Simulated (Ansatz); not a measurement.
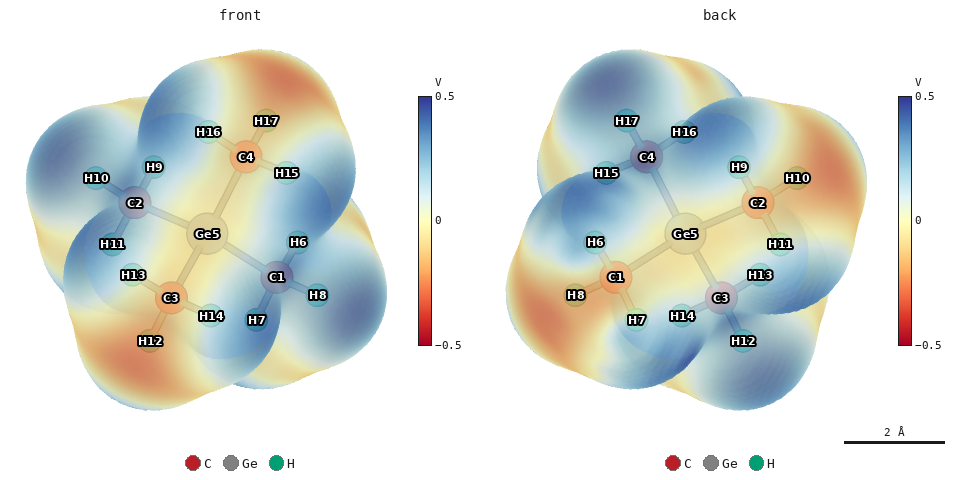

Figure 1: C4H12Ge (SMILES [CH3][Ge]([CH3])([CH3])[CH3]). The molecular electrostatic potential painted on the density surface at 0.001 e/bohr³, seen from the front and from behind; red is negative and blue positive.

Geometry: B3LYP/6-31G*.

Level of theory: Ansatz, isolated molecule in a Gaussian basis; Kohn-Sham density functional theory, functional PBE0.

Input file:

```
crystal:
  periodic: [false, false, false]
  atoms:
    - {symbol: C, position_ang: [-0.136784, -1.098493, -1.058501]}
    - {symbol: C, position_ang: [-1.921941, 1.493095, -0.322877]}
    - {symbol: C, position_ang: [-1.997876, -1.115321, 1.583452]}
    - {symbol: C, position_ang: [0.648931, 0.736250, 1.483178]}
    - {symbol: Ge, position_ang: [-0.851916, 0.003893, 0.421300]}
    - {symbol: H, position_ang: [0.507583, -0.498968, -1.710019]}
    - {symbol: H, position_ang: [-0.952216, -1.507483, -1.664232]}
    - {symbol: H, position_ang: [0.452838, -1.934196, -0.667268]}
    - {symbol: H, position_ang: [-1.306393, 2.123635, -0.972976]}
    - {symbol: H, position_ang: [-2.324518, 2.118460, 0.480841]}
    - {symbol: H, position_ang: [-2.761185, 1.108716, -0.911975]}
    - {symbol: H, position_ang: [-2.834174, -1.533540, 1.013532]}
    - {symbol: H, position_ang: [-2.406878, -0.522614, 2.408393]}
    - {symbol: H, position_ang: [-1.423188, -1.944839, 2.008595]}
    - {symbol: H, position_ang: [1.256085, -0.072792, 1.902613]}
    - {symbol: H, position_ang: [0.274168, 1.348459, 2.310137]}
    - {symbol: H, position_ang: [1.294898, 1.361739, 0.858196]}
basis:
  gaussian: {orbitals: def2-SVPD}
total_charge: 0
hamiltonian: {xc: {name: PBE0}}
output: {forces: true, orbitals: {seedname: orbitals}}
```

Launched as:

```sh
ansatz run input.yaml --threads 2 --pin off --max-ram 4350MiB --events-out events.jsonl --progress --plain --runs-dir runs
```

Which sites attract a positive test charge, and which a negative one?

A positive charge is drawn to the negative regions and a negative charge to the positive ones. The most negative region (about −0.3 V) lies over C1, C2, C3 and C4, the most positive (about +0.4 V) over the Ge and H atoms.

How polar is the molecule by this calculation?

Its dipole moment is zero.
